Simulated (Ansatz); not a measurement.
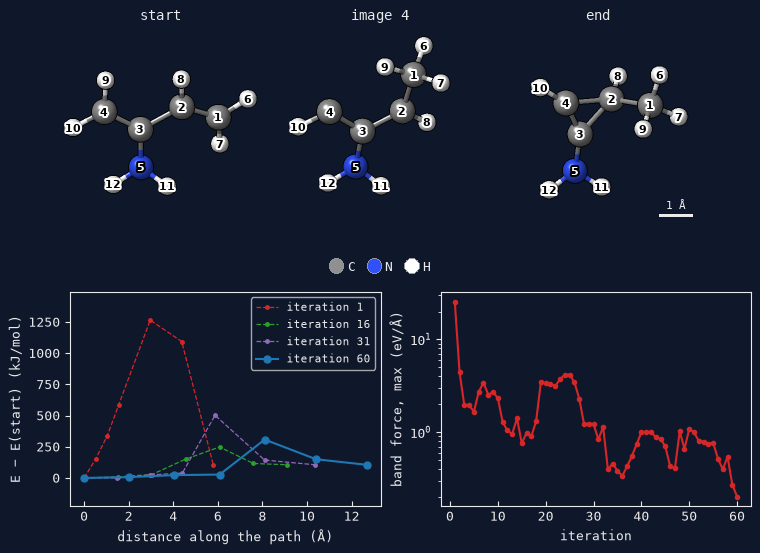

A search for the minimum-energy path of C₄H₇N by the nudged elastic band. Images are numbered from 0 (start) to 6 (end). The plot follows the band through its iterations. A ball-and-stick model, seen at a tilt.

The calculation used Ansatz, RKS PBE0-D4/def2-SVP. Run with 5 movable images; climbing image; force threshold 0.05 eV/Å; iteration limit 60; starting path through a guess of the saddle point.

**Did the band converge, and can the barrier be trusted?**

The result isn't final. The band hadn't converged when the run stopped after 60 iterations. The largest component of the band force went from 26 to 0.2 eV/Å. The barrier read from it is provisional, though the highest image hardly moved in the last two iterations. The first iteration put the highest image at 1264.4 kJ/mol. Forward barrier 307.5 kJ/mol, backward barrier 202.1 kJ/mol, with image 4 at the top; the reaction energy is +105.4 kJ/mol.

Cost: 16 min on 2 threads of Intel(R) Xeon(R) Platinum 8175M CPU @ 2.50GHz (Skylake/Cascade Lake), on a shared host, peak memory 0.26 GiB.
